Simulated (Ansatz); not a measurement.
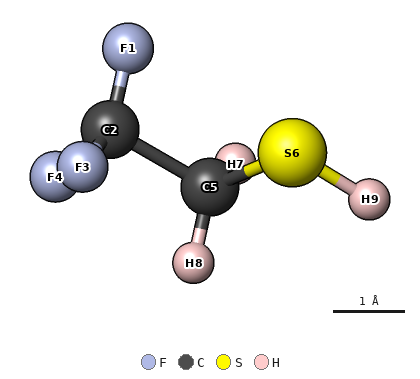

Figure 1. The input geometry (ball-and-stick view, seen at a tilt; atoms are numbered from 1 in the order of the input). Bond lengths as drawn: C–C 1.67 Å, C–F 1.19 to 1.50 Å, C–H 1.10 to 1.11 Å, C–S 1.80 Å and H–S 1.33 Å.

Run report: C$_{2}$H$_{3}$F$_{3}$S, single-point calculation

The run: single-point calculation of C$_{2}$H$_{3}$F$_{3}$S. Method and program: RKS PBE0-d4/aug-cc-pVTZ (Ansatz 0.2.0).

Some settings of this run were made unusual or wrong on purpose. The geometry comes from this level: PBE0-D4/def2-TZVP. Figures and captions count atoms from 1; the log counts them from 0 in places.

**The input**
```yaml
crystal:
  periodic: [false, false, false]
  atoms:
    - {symbol: F, position_ang: [0.122177, -1.734363, 0.617780]}
    - {symbol: C, position_ang: [0.689331, -0.954813, -0.080074]}
    - {symbol: F, position_ang: [1.763904, -0.465890, 0.057185]}
    - {symbol: F, position_ang: [0.606759, -1.247962, -1.544535]}
    - {symbol: C, position_ang: [-0.338172, 0.353657, -0.178151]}
    - {symbol: S, position_ang: [-0.353962, 1.067246, 1.471785]}
    - {symbol: H, position_ang: [-1.349002, -0.007339, -0.451936]}
    - {symbol: H, position_ang: [0.100205, 1.041794, -0.910209]}
    - {symbol: H, position_ang: [-1.226853, 2.061295, 1.294407]}
basis:
  gaussian: {orbitals: aug-cc-pVTZ}
hamiltonian: {xc: {name: PBE0}, dispersion: d4}
accuracy: high
output: {forces: true}
```

Run as:
```bash
ansatz run in.yaml --threads 4 --pin off --events-out ev --progress --plain --max-ram 10444MiB
```

**Output**
```
Functional definition: PBE0
  name "PBE0"
  cite "Adamo & Barone, J. Chem. Phys. 110, 6158 (1999) doi:10.1063/1.478522"
  cite "Perdew, Burke & Ernzerhof, Phys. Rev. Lett. 77, 3865 (1996) doi:10.1103/PhysRevLett.77.3865"
  parent pbe
  parameter a = 0.25
  parameter kappa = 0.804
  parameter beta = 0.06672455060314922
  exchange = (1 - a)*pbe_x(kappa = kappa, mu = beta*pi^2/3) + a*exact_x
  correlation = pbe_c(beta = beta)
5444 factors; integrals over basis functions are off by at most 3.4e-9 eV
mean field evaluation 1: about -21091.5202 eV, gradient 5.5e1 eV
mean field evaluation 2: about -21087.2860 eV, gradient 7.1e1 eV
mean field evaluation 4: about -21097.0238 eV, gradient 3.8e0 eV
mean field evaluation 8: about -21097.3565 eV, gradient 7.8e-1 eV
mean field evaluation 16: about -21097.3575 eV, gradient 2.6e-4 eV
mean field -21097.35753715 eV, -775.3135891878 hartree, gradient 2.1e-8 eV, S^2 0.000000; 0 other end points of the search recorded, 0 dependent functions left out
the calculation of the forces begins
reference -21097.35754178 eV, -775.3135893578 hartree; 29, 29 occupied and 320, 320 virtual orbitals, 5444 factors
Total energy: -21097.51120192 eV, -775.3192362638 hartree
Atom 0 at     0.122177    -1.734363     0.617780 Å, force    -0.965694    -6.850952     4.530841 eV/Å
Atom 1 at     0.689331    -0.954813    -0.080074 Å, force    -8.865707     8.584826    -9.798796 eV/Å
Atom 2 at     1.763904    -0.465890     0.057185 Å, force     8.622068     0.627416     2.605500 eV/Å
Atom 3 at     0.606759    -1.247962    -1.544535 Å, force     0.492384    -1.493411     2.113536 eV/Å
Atom 4 at    -0.338172     0.353657    -0.178151 Å, force     0.373473    -1.114101     0.062068 eV/Å
Atom 5 at    -0.353962     1.067246     1.471785 Å, force     0.144842     0.111216     0.579097 eV/Å
Atom 6 at    -1.349002    -0.007339    -0.451936 Å, force     0.681260     0.239028    -0.047399 eV/Å
Atom 7 at     0.100205     1.041794    -0.910209 Å, force    -0.310156    -0.235337     0.130730 eV/Å
Atom 8 at    -1.226853     2.061295     1.294407 Å, force    -0.172470     0.131314    -0.175577 eV/Å
Dipole moment:    -0.106709     0.077176     0.050895 e Å
```

**Outcome**

| quantity | value |
| --- | --- |
| outcome | converged |
| total energy | −21097.5112 eV |
| mean-field energy | −21097.3575 eV |
| dispersion energy | −0.1537 eV |
| SCF solution under orbital rotations | stable |
| largest force (length of the vector) | 15.758 eV/Å |
| dipole moment | 0.68 D |
| hardware | 4 threads of AMD EPYC, 23 GiB of memory available, shared host |
| wall time | 39 s (CPU time 2.5 min) |
| peak memory | 4.3 GiB |

A setting was made wrong on purpose: damping. The program still converged, but the numbers can't be taken as results for the intended system.
